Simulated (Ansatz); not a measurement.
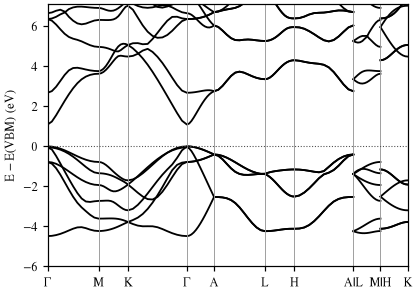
Figure: Band structure from DFT-PBEsol in the program Ansatz with PAW potentials

**Question.** Read off the gap and where the band edges lie.

**Answer.** About 1.1 eV (1.09 eV by a search for the band edges); maximum at Γ, minimum at Γ.

The material is CdS (wurtzite, P6_3mc).

Symmetry was held in the PBEsol relaxation. Scalar-relativistic: spin–orbit coupling is off unless named, which matters more the heavier the elements.

Potentials: the later of the program's two PAW sets.
